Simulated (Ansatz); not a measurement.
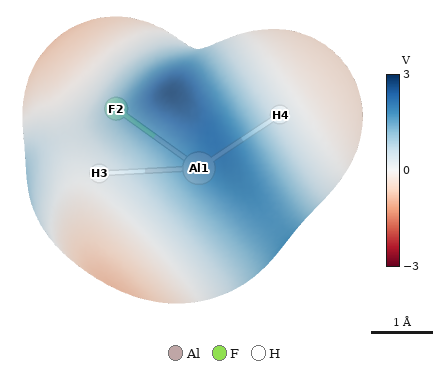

AlFH$_{2}$. The electrostatic potential painted on the density surface at 0.002 e/bohr³, seen at a tilt; red is negative and blue positive.

A transition-state structure; geometry: PBE0-D4/def2-TZVP.

Theory: Ansatz 0.2.0, RKS PBE0-D4/def2-TZVPP.

Question: Which sites attract a positive test charge, and which a negative one?

Answer: A positive charge is drawn to the negative regions and a negative charge to the positive ones. The most negative region (about −0.8 V) lies over H3, the most positive (about +2.7 V) over Al1.
